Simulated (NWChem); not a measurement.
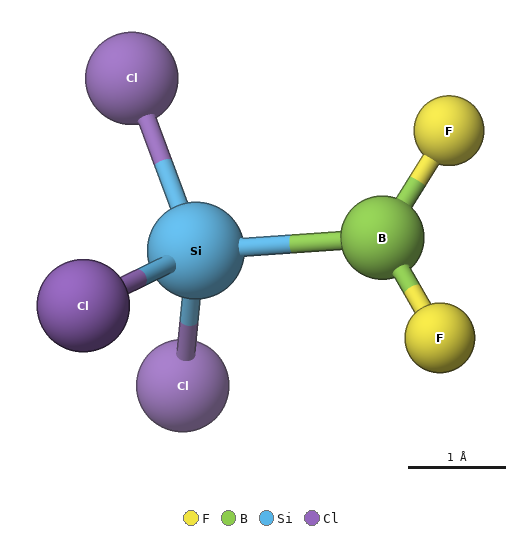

Figure 1. The input geometry (ball-and-stick view, seen at a tilt). Bond lengths as drawn: B–F 1.31 Å, B–Si 2.03 Å and Cl–Si 2.03 to 2.04 Å.

BSiCl3F2: energy and gradient calculation (part 1 of 2)

BSiCl3F2, SMILES FB(F)[Si](Cl)(Cl)Cl, computed with HF/STO-3G, RHF (NWChem 7.3.0).

The geometry comes from this level: PBE0-D4/def2-TZVP.

### Input
```
start run
memory total 2200 mb
charge 0

geometry noautosym nocenter noautoz
  F      1.528600    -1.538400     0.654700
  B      0.294700    -1.101800     0.559900
  F     -0.662200    -1.840800     1.072500
  Si    -0.149800     0.658000    -0.351500
  Cl     1.539100     1.607600    -0.964400
  Cl    -1.155600     1.857100     0.950900
  Cl    -1.333400     0.290300    -1.967700
end

basis spherical bse
  * library STO-3G
end

scf
  thresh 1e-08
  maxiter 80
end

task scf gradient
```

Run as:
```bash
nwchem run.nw > run.out
```

### Log
```
Northwest Computational Chemistry Package (NWChem) 7.3.0
             --------------------------------------------------------

           Job information
           ---------------

    nwchem branch   = 7.3.0
    use scalapack   = T
    input           = run.nw
    prefix          = run.
    data base       = ./run.db
    status          = startup
    nproc           =        1

           Memory information
           ------------------

    heap     =     72089600 doubles =      550.0 Mbytes
    stack    =     72089597 doubles =      550.0 Mbytes
    global   =    144179200 doubles =     1100.0 Mbytes (distinct from heap & stack)
    total    =    288358397 doubles =     2200.0 Mbytes
    verify   = yes
    hardfail = no

           Directory information
           ---------------------

  0 permanent = .
  0 scratch   = .

                                NWChem Input Module
                                -------------------

 Scaling coordinates for geometry "geometry" by  1.889725989
 (inverse scale =  0.529177249)

                             Geometry "geometry" -> ""
                             -------------------------

 Output coordinates in angstroms (scale by  1.889725989 to convert to a.u.)

  No.       Tag          Charge          X              Y              Z
 ---- ---------------- ---------- -------------- -------------- --------------
    1 F                    9.0000     1.52860000    -1.53840000     0.65470000
    2 B                    5.0000     0.29470000    -1.10180000     0.55990000
    3 F                    9.0000    -0.66220000    -1.84080000     1.07250000
    4 Si                  14.0000    -0.14980000     0.65800000    -0.35150000
    5 Cl                  17.0000     1.53910000     1.60760000    -0.96440000
    6 Cl                  17.0000    -1.15560000     1.85710000     0.95090000
    7 Cl                  17.0000    -1.33340000     0.29030000    -1.96770000

      Atomic Mass
      -----------

      F                 18.998400
      B                 11.009310
      Si                27.976930
      Cl                34.968850

 Effective nuclear repulsion energy (a.u.)     604.9154937959

            Nuclear Dipole moment (a.u.)
            ----------------------------
        X                 Y               Z
 ---------------- ---------------- ----------------
   -16.9591569119    70.1564552712   -38.2803683233

            XYZ format geometry
            -------------------
     7
 geometry
 F                     1.52860000    -1.53840000     0.65470000
 B                     0.29470000    -1.10180000     0.55990000
 F                    -0.66220000    -1.84080000     1.07250000
 Si                   -0.14980000     0.65800000    -0.35150000
 Cl                    1.53910000     1.60760000    -0.96440000
 Cl                   -1.15560000     1.85710000     0.95090000
 Cl                   -1.33340000     0.29030000    -1.96770000

 ==============================================================================
                                internuclear distances
 ------------------------------------------------------------------------------
       center one      |      center two      | atomic units |  angstroms
 ------------------------------------------------------------------------------
    2 B                |   1 F                |     2.47988  |     1.31229
    3 F                |   2 B                |     2.48162  |     1.31322
    4 Si               |   2 B                |     3.83811  |     2.03104
    5 Cl               |   4 Si               |     3.84027  |     2.03218
    6 Cl               |   4 Si               |     3.84768  |     2.03610
    7 Cl               |   4 Si               |     3.84884  |     2.03672
 ------------------------------------------------------------------------------
                         number of included internuclear distances:          6
 ==============================================================================

 ==============================================================================
                                 internuclear angles
 ------------------------------------------------------------------------------
        center 1       |       center 2       |       center 3       |  degrees
 ------------------------------------------------------------------------------
    1 F                |   2 B                |   3 F                |   118.02
    1 F                |   2 B                |   4 Si               |   121.77
    3 F                |   2 B                |   4 Si               |   120.22
    2 B                |   4 Si               |   5 Cl               |   111.00
    2 B                |   4 Si               |   6 Cl               |   109.35
    2 B                |   4 Si               |   7 Cl               |   109.08
    5 Cl               |   4 Si               |   6 Cl               |   109.16
    5 Cl               |   4 Si               |   7 Cl               |   109.15
    6 Cl               |   4 Si               |   7 Cl               |   109.08
 ------------------------------------------------------------------------------
                            number of included internuclear angles:          9
 ==============================================================================

 Summary of "ao basis" -> "" (spherical)
 ------------------------------------------------------------------------------
       Tag                 Description            Shells   Functions and Types
 ---------------- ------------------------------  ------  ---------------------
 *                           STO-3G                   on all atoms

                      Basis "ao basis" -> "ao basis" (spherical)
                      -----
  [basis functions not shown]

 Summary of "ao basis" -> "ao basis" (spherical)
 ------------------------------------------------------------------------------
       Tag                 Description            Shells   Functions and Types
 ---------------- ------------------------------  ------  ---------------------
 F                           STO-3G                  3        5   2s1p
 B                           STO-3G                  3        5   2s1p
 Si                          STO-3G                  5        9   3s2p
 Cl                          STO-3G                  5        9   3s2p

                                 NWChem SCF Module
                                 -----------------

  ao basis        = "ao basis"
  functions       =    51
  atoms           =     7
  closed shells   =    44
  open shells     =     0
  charge          =   0.00
  wavefunction    = RHF
  input vectors   = atomic
  output vectors  = ./run.movecs
  use symmetry    = F
  symmetry adapt  = F

 Summary of "ao basis" -> "ao basis" (spherical)
 ------------------------------------------------------------------------------
       Tag                 Description            Shells   Functions and Types
 ---------------- ------------------------------  ------  ---------------------
 F                           STO-3G                  3        5   2s1p
 B                           STO-3G                  3        5   2s1p
 Si                          STO-3G                  5        9   3s2p
 Cl                          STO-3G                  5        9   3s2p

 Forming initial guess at       0.0s

      Superposition of Atomic Density Guess
      -------------------------------------

 Sum of atomic energies:       -1869.26628118

      Non-variational initial energy
      ------------------------------

 Total energy =   -1869.748134
 1-e energy   =   -3807.924174
 2-e energy   =    1333.260547
 HOMO         =      -0.182601
 LUMO         =       0.270864

 Starting SCF solution at       0.2s

 ----------------------------------------------
         Quadratically convergent ROHF

 Convergence threshold     :          1.000E-08
 Maximum no. of iterations :           80
 Final Fock-matrix accuracy:          1.000E-10
 ----------------------------------------------

              iter       energy          gnorm     gmax       time
             ----- ------------------- --------- --------- --------
                 1    -1869.8586967649  1.39D+00  5.50D-01      0.4
                 2    -1870.0681597444  4.14D-01  1.42D-01      0.9
                 3    -1870.0786571813  1.10D-01  3.37D-02      1.1
                 4    -1870.0798823763  6.13D-03  2.96D-03      1.7
                 5    -1870.0798870705  1.62D-05  6.38D-06      2.7
                 6    -1870.0798870705  6.25D-10  3.68D-10      4.4

       Final RHF  results
       ------------------

         Total SCF energy =  -1870.079887070508
      One-electron energy =  -3802.238525766008
      Two-electron energy =   1327.243144899642
 Nuclear repulsion energy =    604.915493795858

        Time for solution =      4.2s

             Final eigenvalues
             -----------------

              1
    1 -103.6961
    2 -103.6956
    3 -103.6954
    4  -68.1886
    5  -26.0258
    6  -26.0246
    7  -10.3862
    8  -10.3858
    9  -10.3856
   10   -7.8300
   11   -7.8296
   12   -7.8294
   13   -7.8243
   14   -7.8242
   15   -7.8239
   16   -7.8239
   17   -7.8237
   18   -7.8237
   19   -7.5597
   20   -6.1575
   21   -4.1826
   22   -4.1825
   23   -4.1809
   24   -1.5910
   25   -1.5551
   26   -1.0962
   27   -1.0359
   28   -1.0358
   29   -0.7391
   30   -0.6918
   31   -0.6459
   32   -0.6188
   33   -0.6103
   34   -0.5312
   35   -0.5191
   36   -0.5140
   37   -0.5126
   38   -0.4966
   39   -0.4386
   40   -0.4383
   41   -0.4187
   42   -0.4184
   43   -0.4183
   44   -0.3711
   45    0.2087
   46    0.2433
   47    0.3186
   48    0.3860
   49    0.4308
   50    0.6890
   51    0.7400

                       ROHF Final Molecular Orbital Analysis
                       -------------------------------------

 Vector   26  Occ=2.000000D+00  E=-1.096177D+00
              MO Center= -2.7D-01,  1.1D+00, -5.9D-01, r^2= 3.3D+00
   Bfn.  Coefficient  Atom+Function         Bfn.  Coefficient  Atom+Function
  ----- ------------  ---------------      ----- ------------  ---------------
    30      0.484133  5 Cl s                 39      0.481695  6 Cl s
    48      0.480775  7 Cl s                 21      0.264463  4 Si s

 Vector   27  Occ=2.000000D+00  E=-1.035879D+00
              MO Center= -9.5D-01,  1.3D+00, -1.0D-01, r^2= 3.3D+00
   Bfn.  Coefficient  Atom+Function         Bfn.  Coefficient  Atom+Function
  ----- ------------  ---------------      ----- ------------  ---------------
    39      0.778558  6 Cl s                 48     -0.547794  7 Cl s
    30     -0.230388  5 Cl s                 35     -0.225541  6 Cl s
    44      0.158697  7 Cl s

 Vector   28  Occ=2.000000D+00  E=-1.035816D+00
              MO Center=  3.5D-01,  1.1D+00, -1.1D+00, r^2= 3.3D+00
   Bfn.  Coefficient  Atom+Function         Bfn.  Coefficient  Atom+Function
  ----- ------------  ---------------      ----- ------------  ---------------
    30      0.764148  5 Cl s                 48     -0.584198  7 Cl s
    26     -0.221393  5 Cl s                 39     -0.184967  6 Cl s
    44      0.169230  7 Cl s

 Vector   29  Occ=2.000000D+00  E=-7.391357D-01
              MO Center=  1.9D-01, -7.4D-01,  3.7D-01, r^2= 3.5D+00
   Bfn.  Coefficient  Atom+Function         Bfn.  Coefficient  Atom+Function
  ----- ------------  ---------------      ----- ------------  ---------------
     7      0.463299  2 B  s                 21      0.378388  4 Si s
     3     -0.319154  1 F  px                12     -0.255347  3 F  s
     2     -0.253144  1 F  s                 14      0.246805  3 F  py
    13      0.220553  3 F  px                39     -0.203763  6 Cl s
    48     -0.204273  7 Cl s                 30     -0.200889  5 Cl s

 Vector   30  Occ=2.000000D+00  E=-6.918063D-01
              MO Center=  2.5D-01, -9.4D-01,  4.7D-01, r^2= 3.8D+00
   Bfn.  Coefficient  Atom+Function         Bfn.  Coefficient  Atom+Function
  ----- ------------  ---------------      ----- ------------  ---------------
    13      0.466078  3 F  px                 3     -0.422286  1 F  px
    21     -0.351565  4 Si s                  9     -0.284330  2 B  py
     2     -0.199900  1 F  s                 12     -0.193941  3 F  s
    30      0.189443  5 Cl s                 39      0.189361  6 Cl s
    48      0.189280  7 Cl s                  4     -0.162473  1 F  py
```
